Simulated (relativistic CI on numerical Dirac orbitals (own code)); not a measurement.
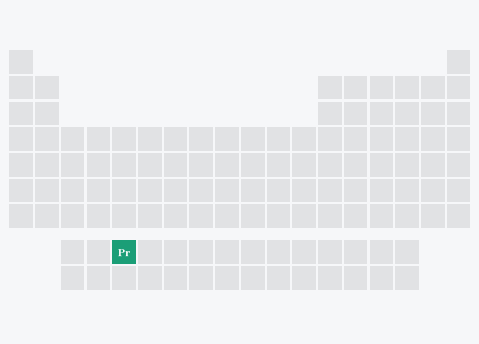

*The place of praseodymium in the periodic table.*

# Run report: Pr²⁺, relativistic CI calculation

System: Pr²⁺.
Method: Dirac-Coulomb-Breit CI, KLI orbitals optimised for each configuration, model QED (radiative potential, 1s self-energy scaled to tabulated hydrogen-like ionisation energies), numerical settings as typed (relativistic CI on numerical Dirac orbitals, in-house).

Input:
```
atom Pr  Z=59  charge=2  electrons=57
nucleus A=141  rms_radius_fm=4.8919
hamiltonian dirac-coulomb  breit=on  qed=on  c_scale=1
orbitals kli  potential=per-configuration
slater_scale 1
correlation none
mixing on
grid step=0.0125 r_max=2.01
scf mixing=0.4 start=green max_iterations=65 tolerance=2e-08 node_fill=0.05
configurations
  [Xe] 4f3
  [Xe] 4f2 5d
end
```

Hardware: 1 CPU thread, shared host.

The run was one of a batch that the task file lists, launched with:
```bash
python <driver script> task.json out
```

The program writes its results to a structured record and prints no log; tables and figures of this report are taken from that record.

What the run reported:

- outcome: not converged

Diagnosis:

This input holds a deliberate fault: box. The run did not meet its convergence test, so its last values are not results. Limits: SCF of 1s2 2s2 2p6 3s2 3p6 3d10 4s2 4p6 4d10 4f3 5s2 5p6 stopped: an orbital could not be found.
